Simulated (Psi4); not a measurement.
# Run report: NaRb, geometry relaxation (part 4 of 4)

The same run, continued: NaRb, SMILES [Na][Rb]; SCAN/def2-TZVPPD, RKS, core potentials def2 (Psi4 1.11). The geometry comes from this level: PBE0-D4/def2-TZVP.

Geometry of the input (Å):
```
Na 0.0000  0.0000  -0.2110
Rb -0.0000  -0.0000  3.4891
```

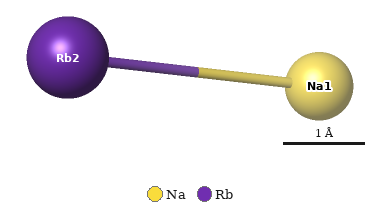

Figure 1. The geometry at step 2 of the log (ball-and-stick view, seen at a tilt; atoms are numbered from 1 in the order of the input).

**Trajectory as extended XYZ (Å, eV, eV/Å), 5 frames, from step=0 to step=4**
```
2
Properties=species:S:1:pos:R:3:forces:R:3 step=0 energy=-5071.70020
Na    0.0000    0.0000   -0.2110    0.0000   0.0000   0.1386
Rb    0.0000    0.0000    3.4891    0.0000   0.0000   0.0083
2
Properties=species:S:1:pos:R:3:forces:R:3 step=1 energy=-5071.69825
Na    0.0000    0.0000   -0.1750    0.0000   0.0000   0.1009
Rb    0.0000    0.0000    3.4793    0.0000   0.0000   0.0411
2
Properties=species:S:1:pos:R:3:forces:R:3 step=2 energy=-5071.69532
Na    0.0000    0.0000   -0.1446    0.0000   0.0000   0.0714
Rb    0.0000    0.0000    3.4711    0.0000   0.0000   0.0724
2
Properties=species:S:1:pos:R:3:forces:R:3 step=3 energy=-5071.69538
Na    0.0000    0.0000   -0.1451    0.0000   0.0000   0.0719
Rb    0.0000    0.0000    3.4712    0.0000   0.0000   0.0718
2
Properties=species:S:1:pos:R:3:forces:R:3 step=4 energy=-5071.69538
Na    0.0000    0.0000   -0.1450    0.0000   0.0000   0.0719
Rb    0.0000    0.0000    3.4712    0.0000   0.0000   0.0719
```

**Summary**

| quantity | value |
| --- | --- |
| outcome | converged |
| total energy | −186.381367 hartree |
| basis functions | 75 |
| HOMO | −2.71 eV |
| LUMO | −1.48 eV |
| dipole moment | 3.56 D |
| hardware | 1 thread of Intel Xeon @ 2.70GHz, 189 GiB of memory available, shared host |
| wall time | 42 s |
| peak memory | 0.83 GiB |
